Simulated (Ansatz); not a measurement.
H₆OSi₂···NH₃

```yaml
atoms:
  - { symbol: Si, position_ang: [-1.2657, 0.2638, 0.2206] }
  - { symbol: N, position_ang: [1.9791, -0.7186, 1.3842] }
  - { symbol: H, position_ang: [-2.6730, 0.7605, 0.0764] }
  - { symbol: H, position_ang: [-1.3424, -1.0419, 0.9525] }
  - { symbol: Si, position_ang: [-0.3156, 0.0003, -1.9014] }
  - { symbol: H, position_ang: [1.4422, 0.1483, 1.4171] }
  - { symbol: O, position_ang: [-0.3348, 1.3919, 1.0463] }
  - { symbol: H, position_ang: [2.2258, -0.8617, 0.4065] }
  - { symbol: H, position_ang: [1.3289, -1.4656, 1.6222] }
  - { symbol: H, position_ang: [-1.1345, -0.9807, -2.6804] }
  - { symbol: H, position_ang: [1.0849, -0.5123, -1.8051] }
  - { symbol: H, position_ang: [-0.3099, 1.3084, -2.6245] }
  - { symbol: H, position_ang: [-0.6850, 1.7076, 1.8854] }
```

All numbers below come from RKS PBE0-D4/def2-SVP (Ansatz).

**What will maps of the electron density and electron localisation function show?**

Si–O (1.68 Å): the density is about 1 e/Å³ at the midpoint; the ELF peaks at about 0.85 between the atoms; a polar covalent bond.
Si–Si (2.34 Å): the density is about 0.66 e/Å³ at the midpoint; the ELF peaks at about 1 between the atoms: localised, covalent bonding.
O–H (0.96 Å): the density is about 3.7 e/Å³ at the midpoint; the ELF climbs to about 1 towards the hydrogen, as it does in any bond to H (a covalent bond by its length).
Si–H (1.50 Å): the density is about 0.75 e/Å³ at the midpoint; the ELF climbs to about 1 towards the hydrogen.

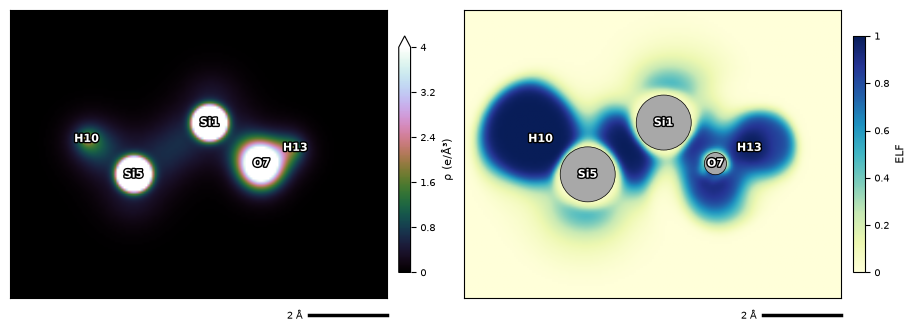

Computed electron density and electron localisation function on the plane of atoms Si1, Si5 and H10, in this order. Grey discs cover the atomic cores in the ELF map. 
